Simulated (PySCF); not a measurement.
Geometry relaxation of C₂H₈ClGeP

System: C₂H₈ClGeP.
Method: PBE0-D3(BJ)/def2-SVP geometry optimisation, gas phase (PySCF 2.14.0).

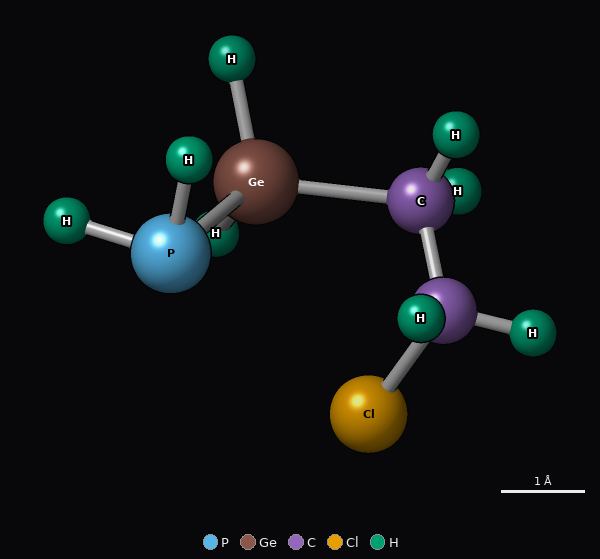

*The input geometry (ball-and-stick view, seen at a tilt). Sticks mark near contacts.*

Bond lengths as drawn: C–C 1.49 Å, C–Cl 1.78 Å, C–Ge 2.01 Å, C–H 1.07 to 1.12 Å, Ge–H 1.48 to 1.52 Å, Ge–P 2.30 Å and H–P 1.37 to 1.38 Å.

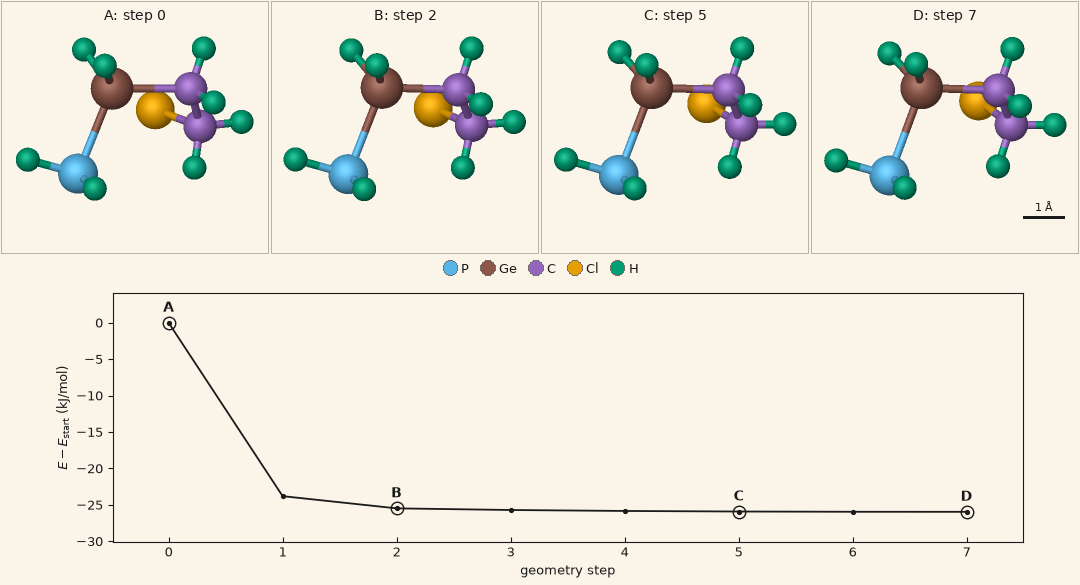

*Frames of the relaxation (ball-and-stick view, seen at a tilt) above the curves, on which the letters mark them (steps are counted from 0).*

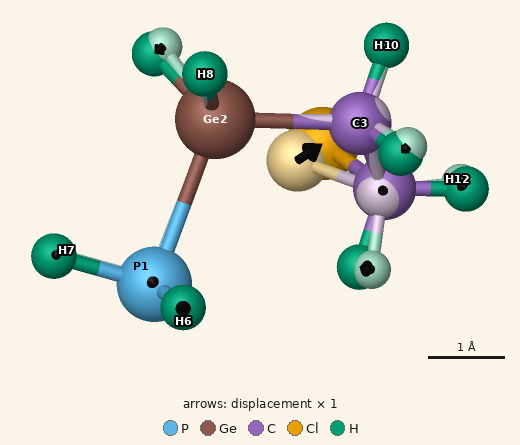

*Start (faint) and end (solid) with the displacements as black arrows, at true length (ball-and-stick view, seen at a tilt). The two geometries are laid on each other by the best rigid fit.*

Over 7 geometry steps the energy falls by 26.0 kJ/mol. The largest force component goes from 2 to 0.016 eV/Å. Cl5 moves most after the best rigid fit: 0.47 Å. Largest moves by element: Cl 0.47 Å, H 0.24 Å, P 0.14 Å, C 0.10 Å, Ge 0.04 Å. Among the contacts that change: P1–H7 1.368 → 1.429 Å, Ge2–H9 1.483 → 1.537 Å, P1–H6 1.380 → 1.430 Å, Ge2–C3 2.007 → 1.971 Å. Among the angles that change: Ge2–C3–C4 108.4° → 114.5°, H8–Ge2–H9 104.1° → 109.1°, P1–Ge2–H9 112.4° → 108.5°. (Atoms are counted from 1 in the order of the input.)

The input and output of the run follow.

The input:
```
{"job": {"xc": "PBE0", "basis": "def2-SVP", "d3": "d3bj", "grid": 1, "maxiter": 30, "shake": 0.01, "kind": "geom"}, "charge": 0, "multiplicity": 1}
P      1.899810     0.976420    -0.777090
Ge     0.768000    -0.907460    -0.104930
C     -0.973970    -0.389960     0.746320
C     -1.550230     0.751820    -0.019540
Cl    -1.576620     0.326310    -1.751900
H      2.414190     1.221190     0.479800
H      3.009510     0.292200    -1.192970
H      1.561330    -1.727430     0.906770
H      0.525810    -1.849870    -1.224290
H     -1.628190    -1.248140     0.778510
H     -0.807880    -0.081020     1.798710
H     -2.611670     0.944600     0.278110
H     -1.024260     1.674440     0.072180
```

The first line tells a small driver script what to run in PySCF; the rest is the geometry in Å.

Command:
```bash
OMP_NUM_THREADS=1 python <driver script> task.json out
```

The program's output:
```
step   0  E = -2958.37511757  max force = 0.039407
step   1  E = -2958.38418296  max force = 0.007657
step   2  E = -2958.38482083  max force = 0.001603
step   3  E = -2958.38490688  max force = 0.000736
step   4  E = -2958.38495686  max force = 0.000925
step   5  E = -2958.38498641  max force = 0.000682
step   6  E = -2958.38499954  max force = 0.000551
step   7  E = -2958.38500257  max force = 0.000309
optimisation converged
```

Trajectory as extended XYZ (Å, eV, eV/Å), 8 frames, from step=0 to step=7:
```
13
Properties=species:S:1:pos:R:3:forces:R:3 step=0 energy=-80501.48732
P     1.8998    0.9764   -0.7771   -1.4879   0.8534  -0.6872
Ge    0.7680   -0.9075   -0.1049   -0.3793   0.0344   1.1112
C    -0.9740   -0.3900    0.7463    1.5011   0.5437   0.4827
C    -1.5502    0.7518   -0.0195   -2.0264  -0.7703  -0.0401
Cl   -1.5766    0.3263   -1.7519   -0.2981   0.2297  -0.4714
H     2.4142    1.2212    0.4798    0.4537   0.2056   1.0592
H     3.0095    0.2922   -1.1930    1.1515  -0.7591  -0.4381
H     1.5613   -1.7274    0.9068    0.2797  -0.0958   0.3819
H     0.5258   -1.8499   -1.2243   -0.1548  -0.5187  -0.9230
H    -1.6282   -1.2481    0.7785   -0.4522  -0.5730  -0.1795
H    -0.8079   -0.0810    1.7987    0.0794  -0.0780  -0.1887
H    -2.6117    0.9446    0.2781    0.5106  -0.0155  -0.2271
H    -1.0243    1.6744    0.0722    0.8227   0.9435   0.1200
13
Properties=species:S:1:pos:R:3:forces:R:3 step=1 energy=-80501.73400
P     1.9317    0.9650   -0.7066    0.3938  -0.1267   0.1612
Ge    0.7909   -0.9488   -0.0207   -0.1554  -0.1775  -0.2530
C    -0.9646   -0.3612    0.6724   -0.0691  -0.2024  -0.1076
C    -1.6324    0.7479   -0.1102    0.2377   0.2602  -0.1235
Cl   -1.7967    0.3656   -1.8653    0.0260  -0.0059   0.2523
H     2.4673    1.2255    0.6101   -0.0862  -0.0615  -0.2724
H     3.1063    0.2370   -1.1325   -0.2764   0.1741   0.1248
H     1.5363   -1.7390    1.0845   -0.0600   0.0751  -0.0538
H     0.5746   -1.8860   -1.2448    0.1086   0.1963   0.2273
H    -1.6229   -1.2495    0.7038    0.1059   0.0952   0.0382
H    -0.8213   -0.0204    1.7095   -0.0313   0.0057   0.0702
H    -2.6467    0.9472    0.2570   -0.0834   0.0096  -0.0010
H    -1.0567    1.6926   -0.0529   -0.1102  -0.2423  -0.0627
13
Properties=species:S:1:pos:R:3:forces:R:3 step=2 energy=-80501.75136
P     1.9368    0.9698   -0.6993    0.0824  -0.0187   0.0410
Ge    0.7809   -0.9423   -0.0346   -0.0547  -0.0098  -0.0587
C    -0.9664   -0.3638    0.6737   -0.0005  -0.0254   0.0386
C    -1.6279    0.7470   -0.1089   -0.0123   0.0485  -0.0550
Cl   -1.8031    0.3315   -1.8458   -0.0151  -0.0067   0.0089
H     2.4651    1.2146    0.6094   -0.0159  -0.0016  -0.0369
H     3.0985    0.2436   -1.1134   -0.0507   0.0213   0.0114
H     1.5196   -1.7292    1.0678    0.0130   0.0038   0.0235
H     0.5879   -1.8622   -1.2525    0.0372   0.0232   0.0034
H    -1.6215   -1.2493    0.7123    0.0098   0.0074   0.0066
H    -0.8186   -0.0237    1.7126   -0.0075  -0.0142   0.0088
H    -2.6423    0.9616    0.2571    0.0134   0.0098   0.0159
H    -1.0429    1.6786   -0.0743    0.0010  -0.0376  -0.0076
13
Properties=species:S:1:pos:R:3:forces:R:3 step=3 energy=-80501.75370
P     1.9455    0.9736   -0.6880   -0.0170   0.0175   0.0023
Ge    0.7792   -0.9390   -0.0423   -0.0210   0.0108   0.0273
C    -0.9676   -0.3642    0.6714    0.0136   0.0057   0.0038
C    -1.6313    0.7454   -0.1133   -0.0379  -0.0217  -0.0054
Cl   -1.8366    0.3125   -1.8415   -0.0030  -0.0065  -0.0024
H     2.4667    1.2100    0.6215    0.0041   0.0060   0.0215
H     3.1015    0.2442   -1.0988    0.0171  -0.0176  -0.0137
H     1.5162   -1.7251    1.0633    0.0053  -0.0013   0.0069
H     0.6046   -1.8516   -1.2647    0.0094  -0.0054  -0.0312
H    -1.6229   -1.2483    0.7166   -0.0026  -0.0146  -0.0046
H    -0.8141   -0.0237    1.7097   -0.0049   0.0006  -0.0071
H    -2.6382    0.9725    0.2658    0.0147   0.0122   0.0159
H    -1.0371    1.6697   -0.0955    0.0221   0.0145  -0.0133
13
Properties=species:S:1:pos:R:3:forces:R:3 step=4 energy=-80501.75506
P     1.9525    0.9809   -0.6693   -0.0449   0.0230  -0.0100
Ge    0.7778   -0.9354   -0.0481    0.0182   0.0018   0.0476
C    -0.9685   -0.3646    0.6675    0.0041   0.0154  -0.0126
C    -1.6344    0.7423   -0.1198   -0.0260  -0.0397   0.0187
Cl   -1.8735    0.2859   -1.8368   -0.0035  -0.0014  -0.0117
H     2.4678    1.2046    0.6441    0.0106   0.0028   0.0294
H     3.1046    0.2485   -1.0831    0.0320  -0.0187  -0.0133
H     1.5125   -1.7245    1.0578   -0.0028  -0.0068  -0.0070
H     0.6201   -1.8373   -1.2808   -0.0061  -0.0053  -0.0229
H    -1.6239   -1.2483    0.7193   -0.0015  -0.0137  -0.0083
H    -0.8095   -0.0214    1.7040   -0.0053   0.0095  -0.0058
H    -2.6311    0.9862    0.2751    0.0082   0.0106   0.0082
H    -1.0285    1.6590   -0.1255    0.0171   0.0225  -0.0123
13
Properties=species:S:1:pos:R:3:forces:R:3 step=5 energy=-80501.75586
P     1.9595    0.9901   -0.6436   -0.0319   0.0088  -0.0039
Ge    0.7787   -0.9323   -0.0509    0.0316  -0.0009   0.0351
C    -0.9691   -0.3646    0.6620   -0.0011   0.0151  -0.0189
C    -1.6380    0.7381   -0.1292   -0.0024  -0.0263   0.0202
Cl   -1.9134    0.2576   -1.8339   -0.0023   0.0010  -0.0093
H     2.4718    1.1960    0.6744    0.0077  -0.0013   0.0145
H     3.1100    0.2580   -1.0658    0.0183  -0.0043  -0.0041
H     1.5092   -1.7304    1.0516   -0.0088  -0.0099  -0.0114
H     0.6337   -1.8196   -1.2967   -0.0132   0.0000  -0.0080
H    -1.6242   -1.2484    0.7192    0.0039  -0.0078  -0.0050
H    -0.8075   -0.0163    1.6964   -0.0076   0.0111  -0.0037
H    -2.6234    1.0001    0.2818    0.0015   0.0042   0.0011
H    -1.0213    1.6478   -0.1611    0.0042   0.0105  -0.0065
13
Properties=species:S:1:pos:R:3:forces:R:3 step=6 energy=-80501.75622
P     1.9655    0.9993   -0.6140   -0.0076  -0.0083   0.0064
Ge    0.7809   -0.9300   -0.0508    0.0283  -0.0010   0.0080
C    -0.9693   -0.3638    0.6560   -0.0014   0.0086  -0.0106
C    -1.6404    0.7337   -0.1402    0.0095  -0.0054   0.0058
Cl   -1.9451    0.2317   -1.8338   -0.0005   0.0034  -0.0036
H     2.4781    1.1849    0.7077    0.0019  -0.0024  -0.0009
H     3.1158    0.2721   -1.0484    0.0010   0.0079   0.0030
H     1.5043   -1.7426    1.0452   -0.0099  -0.0095  -0.0086
H     0.6413   -1.8001   -1.3101   -0.0106   0.0045   0.0032
H    -1.6232   -1.2484    0.7167    0.0056  -0.0019   0.0016
H    -0.8090   -0.0094    1.6885   -0.0075   0.0075  -0.0012
H    -2.6166    1.0107    0.2827   -0.0039  -0.0015  -0.0041
H    -1.0163    1.6379   -0.1951   -0.0049  -0.0018   0.0008
13
Properties=species:S:1:pos:R:3:forces:R:3 step=7 energy=-80501.75630
P     1.9718    1.0063   -0.5840    0.0101  -0.0159   0.0124
Ge    0.7834   -0.9283   -0.0493    0.0106   0.0018  -0.0129
C    -0.9696   -0.3618    0.6502    0.0013   0.0007  -0.0009
C    -1.6419    0.7303   -0.1516    0.0097   0.0081  -0.0091
Cl   -1.9643    0.2125   -1.8375    0.0024   0.0043   0.0009
H     2.4861    1.1718    0.7400   -0.0025  -0.0014  -0.0078
H     3.1224    0.2868   -1.0313   -0.0090   0.0109   0.0057
H     1.4972   -1.7587    1.0390   -0.0073  -0.0067  -0.0024
H     0.6439   -1.7813   -1.3206   -0.0032   0.0057   0.0065
H    -1.6216   -1.2478    0.7127    0.0033   0.0015   0.0070
H    -0.8138   -0.0019    1.6816   -0.0032   0.0032  -0.0007
H    -2.6130    1.0167    0.2770   -0.0051  -0.0052  -0.0057
H    -1.0144    1.6313   -0.2221   -0.0071  -0.0070   0.0068
```

Results in brief:

- outcome: converged
- total energy: −2958.385003 hartree
- dipole moment: 2.25 D
- point group: C1
- hardware: 1 CPU thread, shared host
- wall time: 70 s
- peak memory: 0.56 GiB
